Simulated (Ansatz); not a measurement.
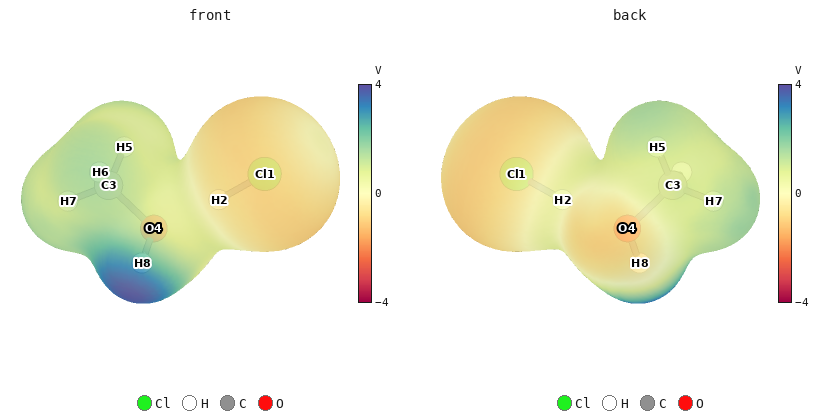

HCl···CH4O. The electrostatic potential painted on the density surface at 0.004 e/bohr³, seen from the front and from behind; the colour scale runs from red (negative) to blue (positive).

Geometry: PBE0-D4/def2-TZVP.

Computed with RKS PBE0-D4/def2-TZVPPD in Ansatz.

```xyz
8

Cl   -0.6729    0.8477   -2.6244
H    -0.4833    0.0822   -1.5743
C     0.1320    0.1227    0.9332
O    -0.1397   -0.7925   -0.1181
H    -0.7401    0.7692    1.0202
H     1.0073    0.7424    0.7163
H     0.2789   -0.3998    1.8827
H     0.6177   -1.3718   -0.2356
```

### Where is the surface potential most negative and most positive?

The most negative region (about −1.0 V, or −23 kcal/mol for a unit charge) lies over Cl1 and O4, the most positive (about +3.8 V, or +88 kcal/mol for a unit charge) over H8.
